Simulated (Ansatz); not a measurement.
## What a change does: single-point calculation on ZrNH₃OF₂

System: ZrNH₃OF₂, SMILES [NH2][Zr]([OH])([F])[F].
Method of run A: RKS SPW92 (LDA)/def2-TZVPP (Ansatz 0.2.0).

The geometry comes from this level: PBE0-D4/def2-TZVP. Text and figures count atoms from 1; the logs count them from 0 in places.

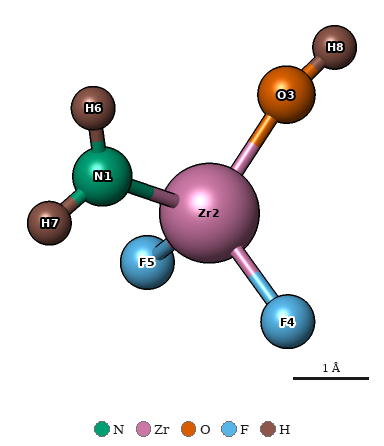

Figure 1. The input geometry (ball-and-stick view, seen at a tilt; atoms are numbered from 1 in the order of the input). Sticks mark near contacts.

### Input file, run A
```yaml
crystal:
  periodic: [false, false, false]
  atoms:
    - {symbol: N, position_ang: [-0.740885, 0.006457, -1.315255]}
    - {symbol: Zr, position_ang: [0.206773, 0.423957, 0.424251]}
    - {symbol: O, position_ang: [0.748029, -1.254487, 1.162040]}
    - {symbol: F, position_ang: [1.683547, 1.595115, 0.077597]}
    - {symbol: F, position_ang: [-0.977744, 1.396705, 1.574551]}
    - {symbol: H, position_ang: [-0.884421, -0.917566, -1.698331]}
    - {symbol: H, position_ang: [-1.147785, 0.686945, -1.942913]}
    - {symbol: H, position_ang: [1.112476, -1.937126, 1.718050]}
basis:
  gaussian: {orbitals: def2-TZVPP}
hamiltonian: {xc: lda}
output: {orbitals: {seedname: orbitals}}
```

Command:
```bash
ansatz run in.yaml --threads 4 --pin off --events-out ev --progress --plain --max-ram 10444MiB
```

Hardware: 4 threads of Arm Neoverse V2, 23 GiB of memory available, shared host.

### Output (run A)
```
Functional definition: SPW92
  exchange = slater_x
  correlation = pw_c
1107 factors; their error is unknown
mean field evaluation 1: about -10226.2955 eV, gradient 1.1e2 eV
mean field evaluation 2: about -10054.1151 eV, gradient 3.0e2 eV
mean field evaluation 4: about -10246.0307 eV, gradient 3.1e1 eV
mean field evaluation 8: about -10247.7224 eV, gradient 2.3e-1 eV
mean field evaluation 16: about -10247.7200 eV, gradient 9.9e-4 eV
mean field -10247.71995196 eV, -376.5967620803 hartree, gradient 6.0e-5 eV, S^2 0.000000; 0 other end points of the search recorded, 0 dependent functions left out
reference -10247.72002897 eV, -376.5967649105 hartree; 24, 24 occupied and 198, 198 virtual orbitals, 1107 factors
Total energy: -10247.72002897 eV, -376.5967649105 hartree
```

For run B the input was changed thus:
```diff
-hamiltonian: {xc: lda}
+correlation: {method: ccsd_t}
```

What does this change do to the results?

The total energies belong to different methods, so their difference says nothing on which is more stable or more accurate. The HOMO goes from −6.52 to −11.20 eV. The LUMO goes from −1.63 to 1.40 eV.

### Output (run B)
```
Functional definition: HF
  exchange = exact_x
  correlation = 0
1417 factors; integrals over basis functions are off by at most 8.8e-4 eV
mean field evaluation 1: about -10247.9377 eV, gradient 7.0e1 eV
mean field evaluation 2: about -10248.0420 eV, gradient 7.0e1 eV
mean field evaluation 4: about -10256.1389 eV, gradient 3.0e0 eV
mean field evaluation 8: about -10256.2081 eV, gradient 3.6e-1 eV
mean field evaluation 16: about -10256.2085 eV, gradient 1.7e-6 eV
mean field -10256.20851093 eV, -376.9087108690 hartree, gradient 1.7e-6 eV, S^2 0.000000; 0 other end points of the search recorded, 0 dependent functions left out
4 core orbitals not correlated: weight in the atoms' cores, before any rotation towards them, 1.000 or more for the frozen orbitals, at most 0.000 for the correlated occupied ones
reference -10256.20851093 eV, -376.9087108690 hartree; 20, 20 occupied and 198, 198 virtual orbitals, 1417 factors
second order -35.67369589 eV of doubles, -0.00000000 eV of singles
cycle   1  -34.64612902 eV  change     1.0e0 eV  update   1.6e-1
cycle   2  -35.46052387 eV  change   -8.1e-1 eV  update   6.7e-2
cycle   3  -35.68758545 eV  change   -2.3e-1 eV  update   2.8e-2
cycle   4  -35.67404273 eV  change    1.4e-2 eV  update   8.6e-3
cycle   5  -35.66071059 eV  change    1.3e-2 eV  update   2.9e-3
cycle   6  -35.66183290 eV  change   -1.1e-3 eV  update   1.2e-3
cycle   7  -35.66235046 eV  change   -5.2e-4 eV  update   3.6e-4
cycle   8  -35.66205236 eV  change    3.0e-4 eV  update   1.8e-4
cycle   9  -35.66208901 eV  change   -3.7e-5 eV  update   5.8e-5
cycle  10  -35.66216113 eV  change   -7.2e-5 eV  update   2.3e-5
cycle  11  -35.66212062 eV  change    4.1e-5 eV  update   1.0e-5
perturbative correction -1.33471555 eV, -0.0490498917 hartree
Total energy: -10293.20534710 eV, -378.2683195209 hartree
```

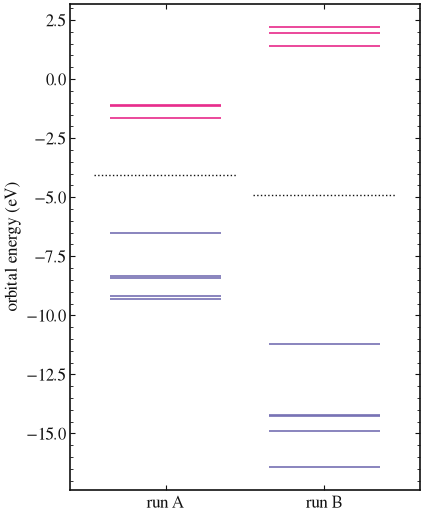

Figure 2. The five highest filled and three lowest empty orbital energies of the two runs; the dotted lines part filled from empty levels. The HOMO–LUMO gap is 4.88 eV in run A and 12.60 eV in run B.

### The two runs side by side

| quantity | run A | run B |
| --- | --- | --- |
| outcome | converged | converged |
| total energy (hartree) | −376.596765 | −378.268320 |
| HOMO (eV) | −6.52 | −11.20 |
| LUMO (eV) | −1.63 | 1.40 |
| basis functions | 222 | 222 |
| wall time (shared host) | 0.85 s | 2.5 min |
